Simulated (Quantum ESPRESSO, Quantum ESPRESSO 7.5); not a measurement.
**2H-MoTe2, 2 layers, AA' stacking: a series in biaxial strain**

What law, if any, do the results for 2H-MoTe2, 2 layers, AA' stacking follow against biaxial strain?

Main program and level: Quantum ESPRESSO 7.5; plane-wave DFT, PBE, GBRV ultrasoft pseudopotentials (geometry by pw.x at PBE-D3(BJ), GBRV ultrasoft).

### 1. Starting point

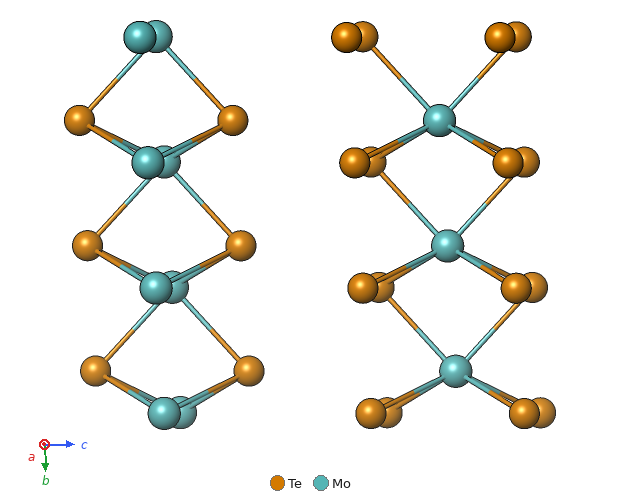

The cell as given, from the side, with the c axis across the page (tellurium orange, molybdenum teal). 1×3×1 cells are drawn. Bonds to atoms that aren't drawn are left out. Some periodic images of atoms are drawn too.

The cell holds 6 atoms: 4 Te and 2 Mo. Cell: a = 3.550 Å, b = 3.550 Å, c = 25.748 Å, α = 90.0°, β = 90.0°, γ = 120.0°. It derives from MoTe2. Vacuum lies along c.

Set-up: Cell and atoms are first relaxed with a D3(BJ) correction; each strained cell is then held and the atoms relax in it. A periodic run with 15 Å of vacuum in the starting cell gives the vacuum levels, and bands follow along a path.

Members -2, -1, 0, 1 and 2 took the same steps and show in the table alone.

### 2. Variable-cell relaxation of the reference

What the set-up leaves free in this member is relaxed.

File ref.relax.in:

```
&control
  prefix = 'ref.relax'
  outdir = './out'
  pseudo_dir = './pseudo'
  nstep = 80
  forc_conv_thr = 0.0004
  calculation = 'vc-relax'
  etot_conv_thr = 1e-06
/
&system
  ibrav = 0
  nat = 6
  ntyp = 2
  ecutwfc = 50
  ecutrho = 250
  vdw_corr = 'grimme-d3'
  dftd3_version = 4
  occupations = 'smearing'
  smearing = 'fd'
  degauss = 0.004
/
&electrons
  conv_thr = 1e-09
  mixing_beta = 0.4
  electron_maxstep = 120
  mixing_mode = 'plain'
/
&ions
/
&cell
  cell_dofree = '2Dxy'
  press_conv_thr = 0.3
/
ATOMIC_SPECIES
  Te  127.6000  te_pbe_v1.uspp.F.UPF
  Mo  95.9500  mo_pbe_v1.uspp.F.UPF
CELL_PARAMETERS angstrom
  3.55000000000000 0.00000000000000 0.00000000000000
  -1.77500000000000 3.07439018343476 0.00000000000000
  0.00000000000000 0.00000000000000 25.74820526129667
ATOMIC_POSITIONS crystal
  Te  0.333333333300 0.666666666700 0.291282437898
  Mo  0.000000000000 0.000000000000 0.364571092240
  Te  0.333333333300 0.666666666700 0.437859746582
  Te  0.000000000000 0.000000000000 0.562140253418
  Mo  0.333333333300 0.666666666700 0.635428907760
  Te  0.000000000000 0.000000000000 0.708717562102
K_POINTS automatic
  12 12 1 0 0 0
```

On the command line:

```console
OMP_NUM_THREADS=1 mpirun -n 4 pw.x -nk 4 -in ref.relax.in > ref.relax.out
```

The log of the run:

```text
Program PWSCF v.7.5 starts
[citation notice left out]

     Parallel version (MPI & OpenMP), running on       4 processor cores
     Number of MPI processes:                 4
     Threads/MPI process:                     1

     MPI processes distributed on     1 nodes
[...]
Current dimensions of program PWSCF are:
     Max number of different atomic species (ntypx) = 10
     Max number of k-points (npk) =  40000
     Max angular momentum in pseudopotentials (lmaxx) =  4
     Message from routine setup:
     using ibrav=0 with symmetry is DISCOURAGED, use correct ibrav instead

     K-points division:     npool     =       4
     Subspace diagonalization in iterative solution of the eigenvalue problem:
     a serial algorithm will be used

     G-vector sticks info
     --------------------
     sticks:   dense  smooth     PW     G-vecs:    dense   smooth      PW
     Sum         769     613    187               126581    90339   14645

     Using Slab Decomposition

     bravais-lattice index     =            0
     lattice parameter (alat)  =       6.7085  a.u.
     unit-cell volume          =    1896.4042 (a.u.)^3
     number of atoms/cell      =            6
     number of atomic types    =            2
     number of electrons       =        52.00
     number of Kohn-Sham states=           31
     kinetic-energy cutoff     =      50.0000  Ry
     charge density cutoff     =     250.0000  Ry
     scf convergence threshold =      1.0E-09
     mixing beta               =       0.4000
     number of iterations used =            8  plain     mixing
     energy convergence thresh.=      1.0E-06
     force convergence thresh. =      4.0E-04
     press convergence thresh. =      3.0E-01
     Exchange-correlation= SLA  PW   PBE  PBE
                           (   1   4   3   4   0   0   0)
     nstep                     =           80

     celldm(1)=   6.708528  celldm(2)=   0.000000  celldm(3)=   0.000000
     celldm(4)=   0.000000  celldm(5)=   0.000000  celldm(6)=   0.000000

     crystal axes: (cart. coord. in units of alat)
               a(1) = (   1.000000   0.000000   0.000000 )
               a(2) = (  -0.500000   0.866025   0.000000 )
               a(3) = (   0.000000   0.000000   7.253016 )

     reciprocal axes: (cart. coord. in units 2 pi/alat)
               b(1) = (  1.000000  0.577350 -0.000000 )
               b(2) = (  0.000000  1.154701  0.000000 )
               b(3) = (  0.000000 -0.000000  0.137874 )

     PseudoPot. # 1 for Te read from file:
     ./pseudo/te_pbe_v1.uspp.F.UPF
     Pseudo is Ultrasoft + core correction, Zval =  6.0
     Generated by new atomic code, or converted to UPF format
     Using radial grid of  891 points,  5 beta functions with:
                l(1) =   0
                l(2) =   0
                l(3) =   1
                l(4) =   1
                l(5) =   2
     Q(r) pseudized with  6 coefficients,  rinner =    1.800   1.800   1.800
                                                       1.800   1.800

     PseudoPot. # 2 for Mo read from file:
     ./pseudo/mo_pbe_v1.uspp.F.UPF
     Pseudo is Ultrasoft + core correction, Zval = 14.0
     Generated by new atomic code, or converted to UPF format
     Using radial grid of  889 points,  6 beta functions with:
                l(1) =   0
                l(2) =   0
                l(3) =   1
                l(4) =   1
                l(5) =   2
                l(6) =   2
     Q(r) pseudized with  6 coefficients,  rinner =    1.000   1.000   1.000
                                                       1.000   1.000

     atomic species   valence    mass     pseudopotential
     Te                6.00   127.60000     Te( 1.00)
     Mo               14.00    95.95000     Mo( 1.00)

     12 Sym. Ops., with inversion, found ( 6 have fractional translation)

   Cartesian axes

     site n.     atom                  positions (alat units)
         1        Te     tau(   1) = (  -0.0000000   0.5773503   2.1126761  )
         2        Mo     tau(   2) = (   0.0000000   0.0000000   2.6442398  )
         3        Te     tau(   3) = (  -0.0000000   0.5773503   3.1758036  )
         4        Te     tau(   4) = (   0.0000000   0.0000000   4.0772120  )
         5        Mo     tau(   5) = (  -0.0000000   0.5773503   4.6087758  )
         6        Te     tau(   6) = (   0.0000000   0.0000000   5.1403395  )

     --------------------------------------------
     DFT-D3 Dispersion Correction (3-body terms):
     --------------------------------------------
       Reference C6 values for interpolation:

         atom   Coordination number   C6
         Mo         0.000          1691.79
         Mo         1.942          1004.01
         Mo        11.056           674.22
         Te         0.000           851.07
         Te         0.981           850.20
         Te         1.964           837.16

       Values used:

         atom   Coordination number  R0_AB[au]  C6      C8
         Te         4.400            3.676    837.16  84978.05
         Mo         7.304            3.547    674.22  77634.20
         Te         4.721            3.676    837.16  84978.05
         Te         4.721            3.676    837.16  84978.05
         Mo         7.304            3.547    674.22  77634.20
         Te         4.400            3.676    837.16  84978.05

         Molecular C6 ( Ry / a.u.^6 ) =     28103.30

     number of k points=    19  Fermi-Dirac smearing, width (Ry)=  0.0040
                       cart. coord. in units 2pi/alat
        k(    1) = (   0.0000000   0.0000000   0.0000000), wk =   0.0138889
        k(    2) = (   0.0000000   0.0962250   0.0000000), wk =   0.0833333
        k(    3) = (   0.0000000   0.1924501   0.0000000), wk =   0.0833333
        k(    4) = (   0.0000000   0.2886751   0.0000000), wk =   0.0833333
        k(    5) = (   0.0000000   0.3849002   0.0000000), wk =   0.0833333
        k(    6) = (   0.0000000   0.4811252   0.0000000), wk =   0.0833333
        k(    7) = (   0.0000000  -0.5773503   0.0000000), wk =   0.0416667
        k(    8) = (   0.0833333   0.1443376   0.0000000), wk =   0.0833333
        k(    9) = (   0.0833333   0.2405626   0.0000000), wk =   0.1666667
        k(   10) = (   0.0833333   0.3367877   0.0000000), wk =   0.1666667
[...]
k(   19) = (   0.3333333   0.5773503   0.0000000), wk =   0.0277778

     Dense  grid:   126581 G-vectors     FFT dimensions: (  36,  36, 250)

     Smooth grid:    90339 G-vectors     FFT dimensions: (  36,  36, 225)

     Estimated max dynamical RAM per process >     228.66 MB

[...]
enthalpy           new  =    -384.9703813022 Ry

     CASE: enthalpy          _new < enthalpy          _old

     new trust radius        =       0.0410355515 bohr
     new conv_thr            =       0.0000000003 Ry

     new unit-cell volume =   1853.32541 a.u.^3 (   274.63449 Ang^3 )
     density =      4.24636 g/cm^3

CELL_PARAMETERS (angstrom)
   3.509447437   0.000000000   0.000000000
  -1.754723719   3.039270634   0.000000000
   0.000000000   0.000000000  25.748205261

ATOMIC_POSITIONS (crystal)
Te               0.3333333333        0.6666666667        0.2937795831
Mo               0.0000000000        0.0000000000        0.3645333657
Te               0.3333333333        0.6666666667        0.4354380758
Te               0.0000000000        0.0000000000        0.5645619242
Mo               0.3333333333        0.6666666667        0.6354666343
Te              -0.0000000000        0.0000000000        0.7062204169

[...]
NEW-OLD atomic charge density approx. for the potential
     New effective cutoffs (rho, wfc):  255.61   51.16

     negative rho (up, down):  2.243E-03 0.000E+00

     total cpu time spent up to now is      173.6 secs

     per-process dynamical memory:   132.2 Mb

[...]
!    total energy              =    -384.97168453 Ry
[...]
Total force =     0.001610     Total SCF correction =     0.000104
[...]
number of bfgs steps    =   3
[...]
new trust radius        =       0.0037678450 bohr
[...]
!    total energy              =    -384.97169967 Ry
[...]
Total force =     0.001669     Total SCF correction =     0.000013
[...]
number of bfgs steps    =   4
[...]
new trust radius        =       0.0030963530 bohr
[...]
!    total energy              =    -384.97170918 Ry
[...]
Total force =     0.001988     Total SCF correction =     0.000008
[...]
number of bfgs steps    =   5
[...]
new trust radius        =       0.0034059883 bohr
[...]
!    total energy              =    -384.97181015 Ry
[...]
Total force =     0.003020     Total SCF correction =     0.000012
[...]
number of bfgs steps    =  14
[...]
new trust radius        =       0.0219484885 bohr
[...]
Self-consistent Calculation

     iteration #  1     ecut=    50.00 Ry     beta= 0.40
     Davidson diagonalization with overlap
     ethr =  1.00E-06,  avg # of iterations =  7.0

     negative rho (up, down):  2.290E-03 0.000E+00

     total cpu time spent up to now is      756.7 secs

     total energy              =    -384.97181743 Ry
     estimated scf accuracy    <       0.00005824 Ry

[...]
iteration # 12     ecut=    50.00 Ry     beta= 0.40
[...]
negative rho (up, down):  2.289E-03 0.000E+00

[...]
End of self-consistent calculation

          k = 0.0000 0.0000 0.0000 ( 11347 PWs)   bands (ev):

   -57.5267 -57.5267 -31.6892 -31.6892 -31.5546 -31.5546 -31.5546 -31.5546
    -9.6472  -9.4328  -8.7437  -8.4532  -2.3054  -1.5609   0.7066   1.5727
     1.5727   1.5807   1.5807   1.9584   2.3405   2.3405   2.3638   2.3638
     2.5185   3.3423   6.2311   6.2311   6.3304   6.3304   6.5014

          k =-0.0000 0.0971 0.0000 ( 11373 PWs)   bands (ev):

   -57.5261 -57.5261 -31.6873 -31.6873 -31.5634 -31.5634 -31.5567 -31.5567
    -9.5497  -9.3360  -8.6715  -8.3865  -2.1996  -1.4569   0.6350   1.3442
     1.3612   1.6507   1.6627   1.6671   2.2057   2.2334   2.3156   2.4634
     2.5584   3.2909   5.8580   5.9279   6.0071   6.0749   6.1757

          k =-0.0000 0.1942 0.0000 ( 11383 PWs)   bands (ev):

   -57.5243 -57.5243 -31.6824 -31.6823 -31.5871 -31.5871 -31.5623 -31.5623
    -9.2655  -9.0548  -8.4616  -8.1937  -1.9047  -1.1737   0.4155   0.7315
     0.7800   1.1237   1.8587   1.8875   1.8907   1.9224   2.1350   2.4388
     2.5293   2.9538   5.1279   5.2548   5.3876   5.5582   5.7359

          k =-0.0000 0.2913 0.0000 ( 11381 PWs)   bands (ev):

   -57.5219 -57.5219 -31.6756 -31.6756 -31.6193 -31.6193 -31.5699 -31.5699
    -8.8235  -8.6212  -8.1375  -7.9003  -1.5178  -0.8594  -0.1618  -0.0130
     0.0857   0.4044   1.4967   1.5442   1.7470   2.1558   2.1889   2.2342
     2.3427   2.4583   4.5820   4.8576   5.2439   5.3229   5.4471

          k =-0.0000 0.3884 0.0000 ( 11345 PWs)   bands (ev):

   -57.5195 -57.5195 -31.6688 -31.6687 -31.6513 -31.6513 -31.5775 -31.5775
    -8.2859  -8.1039  -7.7514  -7.5624  -1.4740  -1.2152  -0.8791  -0.5912
    -0.4098  -0.0691   1.1688   1.2240   1.4428   1.8084   2.1466   2.2758
     2.5165   2.6035   4.5277   4.8180   4.8807   5.0312   5.6283

          k =-0.0000 0.4855 0.0000 ( 11309 PWs)   bands (ev):

   -57.5177 -57.5177 -31.6746 -31.6746 -31.6638 -31.6638 -31.5831 -31.5831
    -7.7817  -7.6412  -7.4050  -7.2827  -2.1147  -1.9325  -1.3460  -1.2244
    -0.4274  -0.0062   0.9529   1.0126   1.3495   1.5852   2.2237   2.3552
     2.7504   2.8948   4.6986   4.7192   4.7759   4.9471   5.9666

[...]
the Fermi energy is     3.7452 ev

!    total energy              =    -384.97183598 Ry
     estimated scf accuracy    <          3.1E-12 Ry
     smearing contrib. (-TS)   =      -0.00000287 Ry
     internal energy E=F+TS    =    -384.97183310 Ry

     The total energy is F=E-TS. E is the sum of the following terms:
     one-electron contribution =   -1975.51122863 Ry
     hartree contribution      =     995.94507248 Ry
     xc contribution           =     -96.68517546 Ry
     ewald contribution        =     691.47716105 Ry
     DFT-D3 Dispersion         =      -0.19766254 Ry

     convergence has been achieved in  12 iterations

     negative rho (up, down):  2.289E-03 0.000E+00

     Forces acting on atoms (cartesian axes, Ry/au):

     atom    1 type  1   force =    -0.00000000   -0.00000000   -0.00162508
     atom    2 type  2   force =     0.00000000    0.00000000    0.00114469
     atom    3 type  1   force =    -0.00000000    0.00000000    0.00092169
     atom    4 type  1   force =     0.00000000   -0.00000000   -0.00092169
     atom    5 type  2   force =    -0.00000000   -0.00000000   -0.00114469
     atom    6 type  1   force =    -0.00000000   -0.00000000    0.00162508

     Total force =     0.003099     Total SCF correction =     0.000013

     Computing stress (Cartesian axis) and pressure

     negative rho (up, down):  2.289E-03 0.000E+00
          total   stress  (Ry/bohr**3)                   (kbar)     P=        0.38
   0.00000142  -0.00000000   0.00000000            0.21       -0.00        0.00
  -0.00000000   0.00000142   0.00000000           -0.00        0.21        0.00
   0.00000000   0.00000000   0.00000483            0.00        0.00        0.71

     Energy error            =      2.6E-05 Ry
     Gradient error          =      1.6E-03 Ry/Bohr
     Cell gradient error     =      2.1E-01 kbar

     number of scf cycles    =  16
     number of bfgs steps    =  15

     enthalpy           old  =    -384.9718101453 Ry
     enthalpy           new  =    -384.9718359758 Ry

     CASE: enthalpy          _new < enthalpy          _old

     new trust radius        =       0.0168593021 bohr
     new conv_thr            =            4.1E-11 Ry

     new unit-cell volume =   1862.21026 a.u.^3 (   275.95109 Ang^3 )
     density =      4.22610 g/cm^3

CELL_PARAMETERS (angstrom)
   3.517849538  -0.000000000   0.000000000
  -1.758924769   3.046547067   0.000000000
   0.000000000   0.000000000  25.748205261

ATOMIC_POSITIONS (crystal)
Te               0.3333333333        0.6666666667        0.2956428614
Mo              -0.0000000000       -0.0000000000        0.3661725523
Te               0.3333333333        0.6666666667        0.4368735
```

The job ended after 18 min (4 MPI ranks of Arm Neoverse V2, shared host; peak memory 1 GiB).

Relaxation path:

```tsv
step	energy less that of the first step (eV)	largest force (eV/Å)	volume (Å³)
1	0.0000	0.9852	281.02
2	-0.0909	0.6917	278.90
3	-0.1516	0.3484	276.66
4	-0.1694	0.0224	274.63
5	-0.1696	0.0258	274.87
6	-0.1697	0.0338	275.07
7	-0.1698	0.0349	275.29
8	-0.1701	0.0286	275.62
9	-0.1702	0.0163	275.94
10	-0.1702	0.0199	275.99
11	-0.1703	0.0226	276.01
12	-0.1704	0.0252	276.03
13	-0.1705	0.0275	276.04
14	-0.1708	0.0291	276.04
15	-0.1711	0.0358	276.04
16	-0.1714	0.0418	276.01
17	-0.1716	0.0339	275.95
18	-0.1717	0.0195	275.90
19	-0.1717	0.0013	275.87
20	-0.1717	0.0001	275.87
21	-0.1714	0.0036	275.87
```

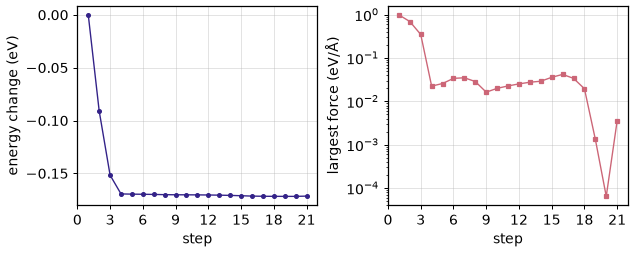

Energy and largest force along the relaxation.

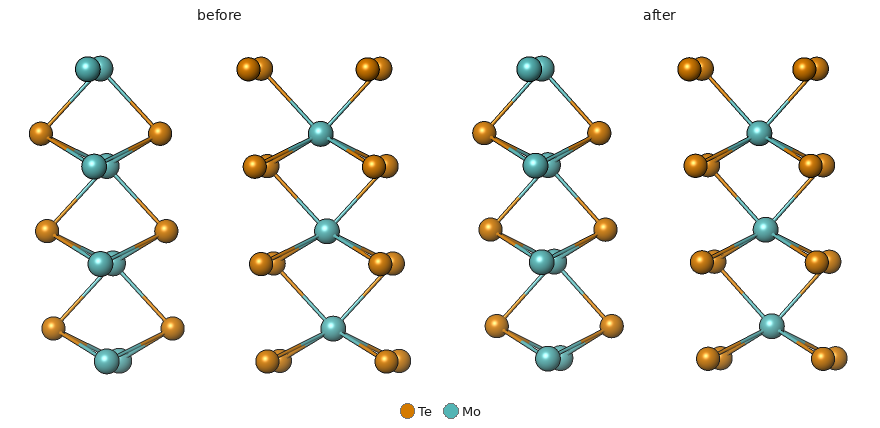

The structure before and after the relaxation, drawn at the same scale. Bonds to atoms that aren't drawn are left out.

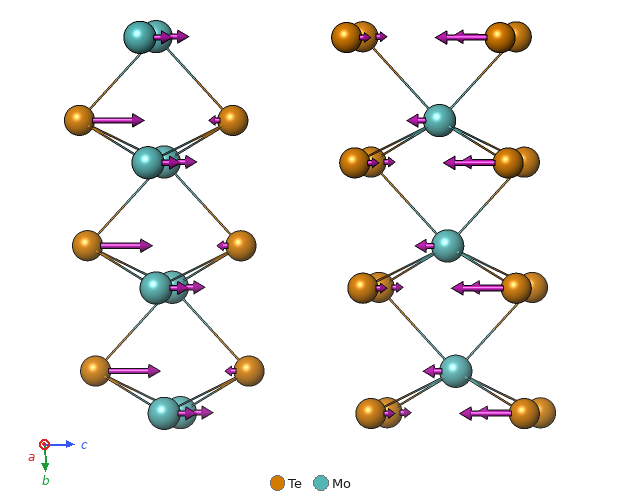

Displacements in the relaxation, exaggerated, measured against the changing cell; the longest in the cell stands for 0.11 Å. Bonds to atoms that aren't drawn are left out. 1×3×1 cells are drawn. Some periodic images of atoms are drawn too.

```tsv
cell as run	before	after	change
a (Å)	3.550	3.517	-0.9 %
b (Å)	3.550	3.517	-0.9 %
```

The atoms that moved most (Å, along periodic axes as changes of fractional coordinates times the final cell, across vacuum about the mean position):

```tsv
atom	dx	dy	dz	length
Te6	0.000	0.000	-0.109	0.109
Te1	0.000	0.000	0.109	0.109
Mo2	0.000	0.000	0.041	0.041
Mo5	0.000	0.000	-0.041	0.041
Te4	0.000	0.000	0.025	0.025
Te3	0.000	0.000	-0.025	0.025
```

Final coordinates:

```xyz
6
Lattice="3.5173 0.0000 0.0000 -1.7587 3.0461 0.0000 0.0000 0.0000 25.7482" Properties=species:S:1:pos:R:3
Te    0.0000    2.0307    7.6091
Mo    0.0000    0.0000    9.4280
Te    0.0000    2.0307   11.2494
Te    0.0000    0.0000   14.4988
Mo    0.0000    2.0307   16.3202
Te    0.0000    0.0000   18.1391
```

 The last row is no step: it is a fresh SCF in the final cell with a new plane-wave basis, +0 meV from the row before.

Read from the output:

- free energy: -5237.8087 eV
- Fermi energy: 3.754 eV

(Part 1 of 8 ends here.)

[Logs are printed without paths, hosts, clocks, repeated set-up lines and the standing remarks that a program may print on its own settings, such as how far it seeks lower states.]

[Hosts, paths, dates, database ids (printed as entryN), source tags and the programs' standing remarks are cut or masked in the printed files.]

[Maps of the electrostatic potential energy from Ansatz leave out the sawtooth potential of an applied field or a dipole correction, so their vacuum need not be flat; planar profiles and work functions include it.]
